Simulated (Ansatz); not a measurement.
**C$_{2}$H$_{8}$OSi$_{2}$: density, localisation and related maps**

```yaml
atoms:
  - { symbol: Si, position_ang: [-1.1246, -1.9216, 0.8146] }
  - { symbol: C, position_ang: [0.5534, -1.0973, 0.9732] }
  - { symbol: C, position_ang: [0.8728, 0.0497, 0.3358] }
  - { symbol: O, position_ang: [-0.0157, 0.6913, -0.4744] }
  - { symbol: Si, position_ang: [0.2801, 2.1375, -1.3217] }
  - { symbol: H, position_ang: [-2.2387, -1.0275, 1.2938] }
  - { symbol: H, position_ang: [-1.4299, -2.3085, -0.6091] }
  - { symbol: H, position_ang: [-1.1308, -3.1715, 1.6535] }
  - { symbol: H, position_ang: [1.3399, -1.5396, 1.6059] }
  - { symbol: H, position_ang: [1.8688, 0.5285, 0.4366] }
  - { symbol: H, position_ang: [0.6086, 3.2462, -0.3595] }
  - { symbol: H, position_ang: [1.4268, 1.9547, -2.2782] }
  - { symbol: H, position_ang: [-0.9902, 2.4233, -2.0557] }
```

The calculation used RKS PBE/def2-SVP in Ansatz.

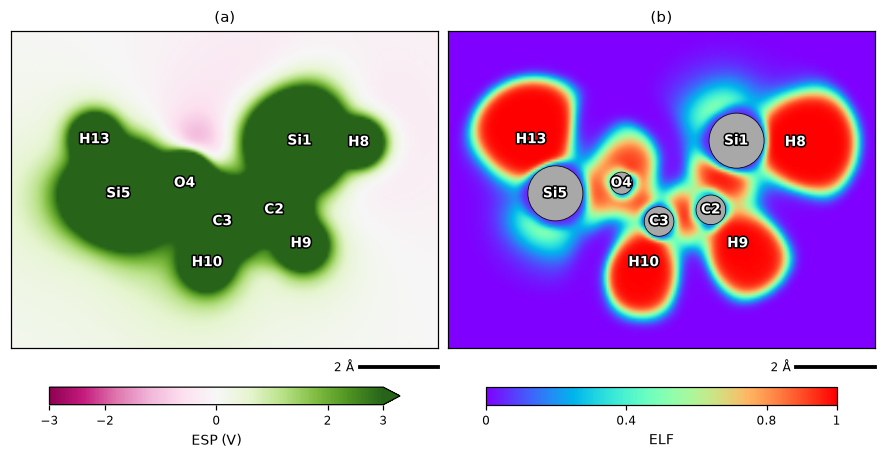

Figure 1. (a) electrostatic potential; (b) ELF on the plane of atoms C3, C2 and H9. Grey discs cover the atomic cores in the ELF map.

### What do the fields say about this system?

The section cuts through Si, C, O and H sites.
C–C (1.35 Å): the ELF peaks at about 0.90 between the atoms, as expected for a covalent bond.
C–O (1.36 Å): the ELF peaks at about 0.90 between the atoms (a polar covalent bond).
Si–O (1.70 Å): the ELF peaks at about 0.85 between the atoms: a shared but strongly polarised pair.
C–Si (1.88 Å): the ELF peaks at about 0.95 between the atoms; localised, covalent bonding.
C–H (1.10 Å): the ELF climbs to about 1 towards the hydrogen, as it does in any bond to H; an ordinary covalent bond to hydrogen.
The ELF also peaks beside O4, away from the bonds: lone-pair regions.
Outside the dense part of the molecule the potential is most negative (−1.1 V) near O4.

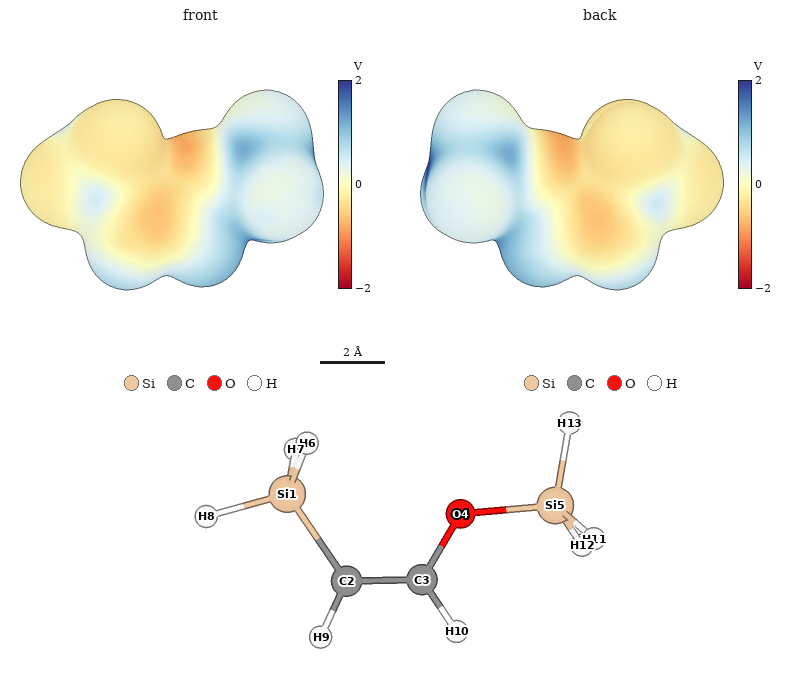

Figure 2. The electrostatic potential painted on the density surface at 0.002 e/bohr³, seen from the front and from behind; the colour scale runs from red (negative) to blue (positive). The bare structure is drawn below in the same view.

### Where is the surface potential most negative and most positive?

The most negative region (about −0.8 V) lies over O4, the most positive (about +1.7 V) over Si5.

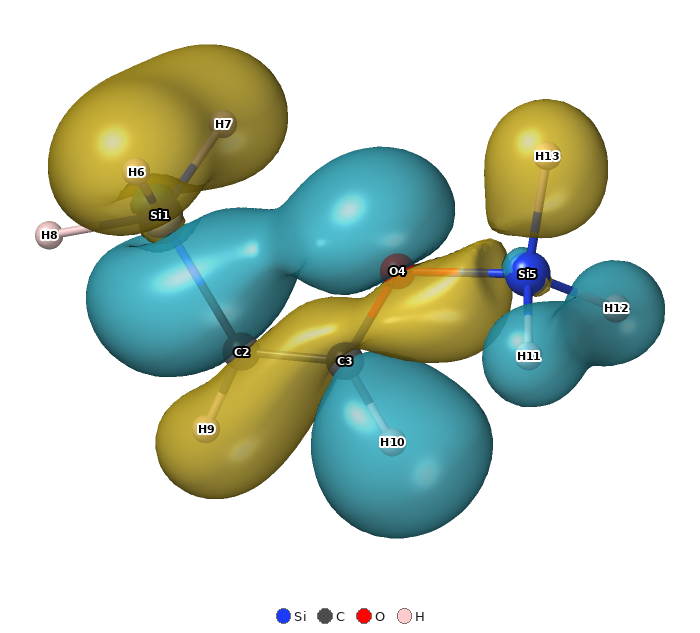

Figure 3. The HOMO−1 at ±0.06 Å⁻³ᐟ² (yellow and cyan are the two phases), seen at a tilt.

### What is the character of this orbital?

By Hirshfeld shares it lies mainly on O4 (about 25 %), C2 (about 20 %), Si1 (about 15 %), C3 (about 10 %) and H10 (about 10 %). Its energy is −7.58 eV.
